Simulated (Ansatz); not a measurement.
# CH10Si2: the cost of one run

The runs use Ansatz 0.2.0, Gaussian basis; PBE0-D4, def2-SVP first, then def2-TZVP.

152 further runs of the same task are left out: 152 set aside as unsound or not needed. Runs told in other sessions of the task aren't counted.

## Step 1: Where the work starts

The guess: 13 atoms, charge 0, spin multiplicity 1.

Atoms are counted from 1 here; the program's logs count them from 0.

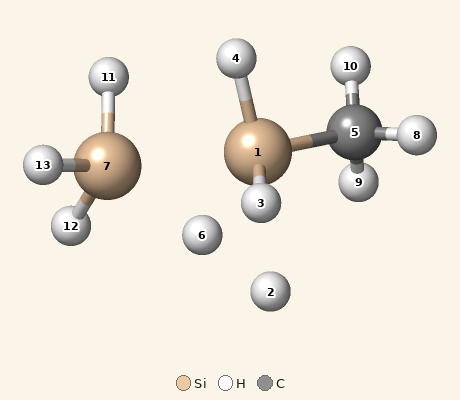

Start geometry, drawn with silicon light orange, hydrogen white, carbon grey; atoms are numbered from 1 in the order of the file.

Geometry (Å):

```mol
CH10Si2
  3D, bonds by distance, orders not assigned

 13  9  0  0  0  0  0  0  0  0999 V2000
   -0.8270    0.0375    0.4220 Si  0  0
    0.0224   -1.9892    0.4164 H   0  0
   -1.9874   -0.8228    0.4943 H   0  0
   -1.4099    1.4064    0.2324 H   0  0
    0.4266    0.3297    1.8002 C   0  0
    0.1299   -1.0642   -0.5510 H   0  0
    0.3088    0.0846   -1.9103 Si  0  0
   -0.0595    0.1792    2.7578 H   0  0
    1.2710   -0.3469    1.7564 H   0  0
    0.7992    1.3494    1.7844 H   0  0
    0.8203    1.4494   -1.8336 H   0  0
    1.3601   -0.6855   -2.5791 H   0  0
   -0.8545    0.0725   -2.7899 H   0  0
  1  3  8  0
  1  4  8  0
  1  5  8  0
  5  8  8  0
  5  9  8  0
  5 10  8  0
  7 11  8  0
  7 12  8  0
  7 13  8  0
M  END
```

Distances that are to change: Si1–Si7 2.59 Å, H2–H6 1.34 Å, Si1–H2 2.20 Å, H6–Si7 1.79 Å.

## Step 2: Constrained relaxation of the guess

hold/in.yaml

```yaml
crystal:
  periodic: [false, false, false]
  atoms:
    - {symbol: Si, position_ang: [-0.827000, 0.037500, 0.422000]}
    - {symbol: H, position_ang: [0.022400, -1.989200, 0.416400]}
    - {symbol: H, position_ang: [-1.987400, -0.822800, 0.494300]}
    - {symbol: H, position_ang: [-1.409900, 1.406400, 0.232400]}
    - {symbol: C, position_ang: [0.426600, 0.329700, 1.800200]}
    - {symbol: H, position_ang: [0.129900, -1.064200, -0.551000]}
    - {symbol: Si, position_ang: [0.308800, 0.084600, -1.910300]}
    - {symbol: H, position_ang: [-0.059500, 0.179200, 2.757800]}
    - {symbol: H, position_ang: [1.271000, -0.346900, 1.756400]}
    - {symbol: H, position_ang: [0.799200, 1.349400, 1.784400]}
    - {symbol: H, position_ang: [0.820300, 1.449400, -1.833600]}
    - {symbol: H, position_ang: [1.360100, -0.685500, -2.579100]}
    - {symbol: H, position_ang: [-0.854500, 0.072500, -2.789900]}
basis:
  gaussian: {orbitals: def2-SVP}
hamiltonian: {xc: pbe0, dispersion: d4}
relax: {f_tol: 0.04, max_steps: 150, escape_saddle: false, constraints: [{distance: [0, 6]}, {distance: [1, 5]}, {distance: [0, 1]}, {distance: [5, 6]}]}
```

The run is started by

```
$ ansatz run in.yaml --threads 4 --pin off --events-out ev --progress --plain --max-ram 9574MiB
```

**Question.** How long does this run take on 4 threads of Intel Xeon at 2.50GHz, shared host?

About 62 s.
